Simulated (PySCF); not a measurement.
## A study: Br3Ga, SMILES `Br[Ga](Br)Br`

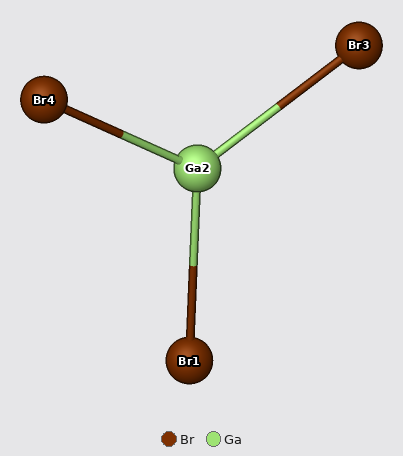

The molecule, with its atoms numbered as below. No frequency check shows the geometry to be a minimum.

Coordinates in Å:

```
Br1      1.5894   -1.6543    0.0000
Ga2     -0.0013    0.0000    0.0000
Br3      0.6385    2.2033    0.0000
Br4     -2.2268   -0.5490    0.0000
```

## 1. Bonding charge

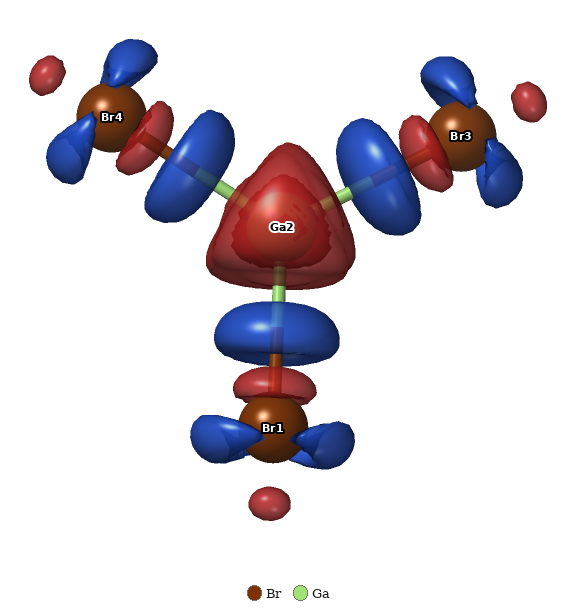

Deformation density (molecule less spherical, spin-averaged free atoms at the same positions), surfaces at ±0.05 e/Å³; blue: gain, red: loss.

Method: ωB97X/def2-TZVP; geometry: GFN2-xTB; program: PySCF.

> Describe the bonding that the map shows.

Ga2–Br4, Ga2–Br3 and Br1–Ga2: +0.10 e/Å³ at the bond critical point (bond length 2.29 Å, Mayer order 1.2). In all, 1.0 electrons gather in the regions of gain relative to the promolecule. A small or negative value marks a very polar bond, one between electron-rich atoms, whose free-atom densities already overlap strongly, a long bond to a heavier atom, or a closed-shell contact such as a hydrogen bond.

> Where do the Hirshfeld charges lie?

The highest Hirshfeld charge is on Ga2 (+0.42 e), the lowest on Br1, Br3 and Br4 (−0.14 e).

```tsv
atom	charge (e)
Br1	−0.14
Ga2	+0.42
Br3	−0.14
Br4	−0.14
```

## 2. Bond critical points

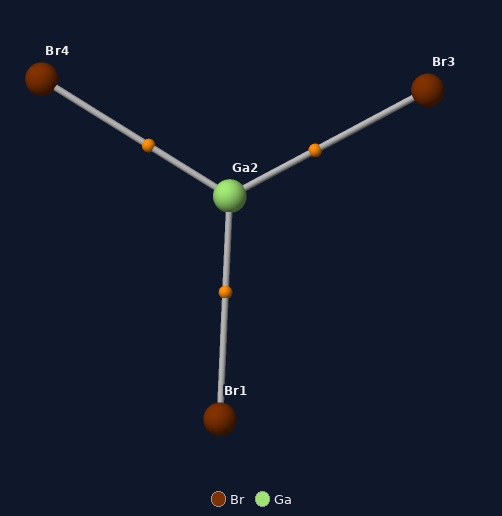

Molecular graph of the electron density (QTAIM): bond paths, bond critical points (orange), ring points (yellow, if any); weak paths are dashed.

> How many critical points of each kind are there, and does the count close?

4 nuclei, 3 bond, 0 ring and 0 cage critical points: 4 − 3 + 0 − 0 = 1, as the Poincaré–Hopf relation requires.

> What does the calculation give at each kind of bond critical point?

```csv
bond,length (Å),ρ (a.u.),∇²ρ (a.u.),ε,H (a.u.)
Ga2–Br4 (3 alike),2.292,0.088,+0.14,0.03,−0.031
```

> What kind of interaction is Ga2–Br4?

Polar or intermediate (positive Laplacian, negative energy density H): ρ = 0.088, ∇²ρ = +0.14, H = −0.031 a.u.

## 3. Local ionisation energy

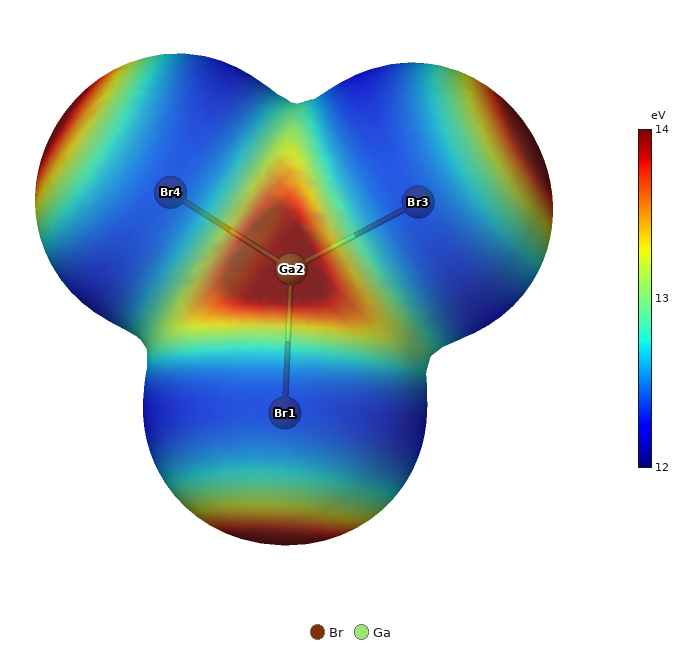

Average local ionisation energy on the surface of electron density 0.001 a.u.

> Locate the minima of the map.

The lowest value is 12.3 eV, 2.2 Å from Br1, and at like points elsewhere. For comparison, the highest occupied orbital lies at −11.1 eV.

> What volume does the surface enclose, and what is the dipole moment?

About 145 Å³; the dipole moment is 0.0 D.

## 4. In an electric field

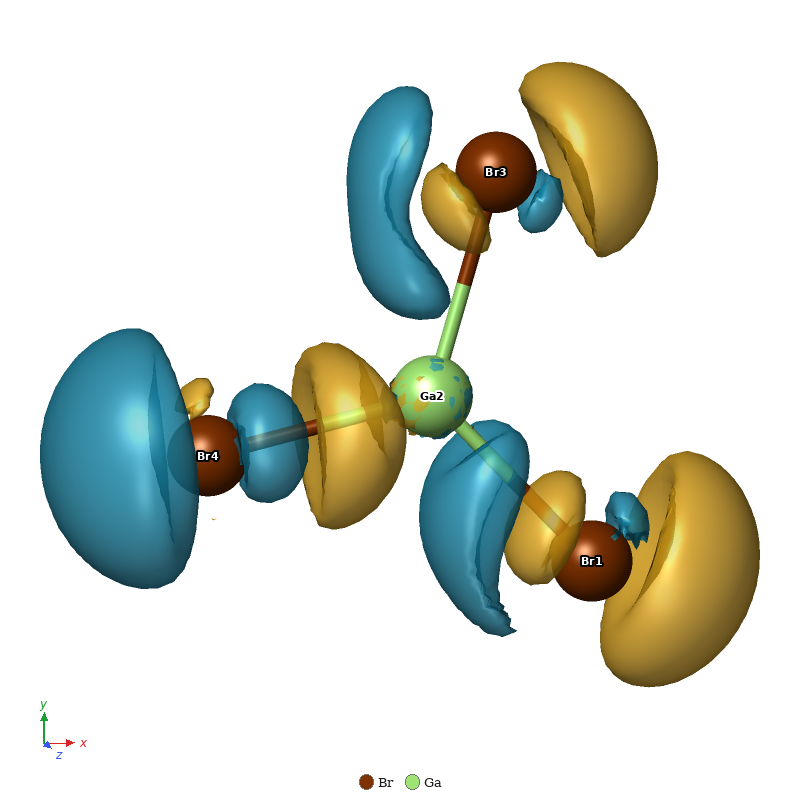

Change of the electron density in a uniform field of 0.21 V/Å, surfaces at ±0.002 e/Å³ (yellow: gain, teal: loss).

PySCF calculation, ωB97X/def2-TZVP, gas phase; geometry: GFN2-xTB. A basis without diffuse functions makes polarisabilities too small.

The field was applied in both directions; the picture shows the one opposite to the script's first.

> Along which Cartesian direction does the field point?

Along −x: electrons gather on the +x side, against the field.

> How large is the response?

The induced dipole is 1.02 D (along the field); α along this axis, from the fields in both directions, is 100 bohr³ (14.8 Å³).

## 5. Removing or adding an electron

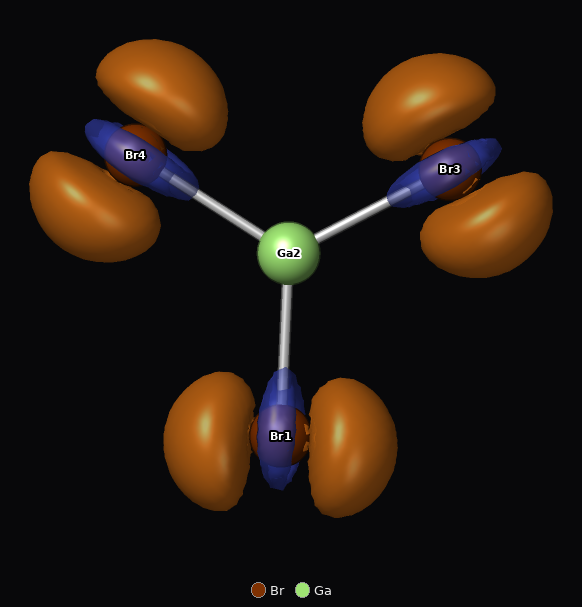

Fukui function f⁻ = ρ(N) − ρ(N−1) at fixed geometry, surfaces at ±0.02 e/Å³ (orange positive, blue negative).

PySCF calculation, ωB97X/def2-TZVP, gas phase; geometry: GFN2-xTB.

> Which atoms respond most to the removal of an electron?

f⁻ (Hirshfeld-condensed) is largest on Br1, Br3 and Br4 (0.31 each); the vertical ionisation energy is 11.14 eV (the stability of the cation's solution wasn't checked). Condensed values hint at sites of electrophilic attack but needn't mark the atom that reacts. Orbital relaxation makes it negative in places (0.10 e in all).

The PySCF runs shown took 42 s, 100 s and 2.5 min on 1 thread of Arm Neoverse V2 (shared host).
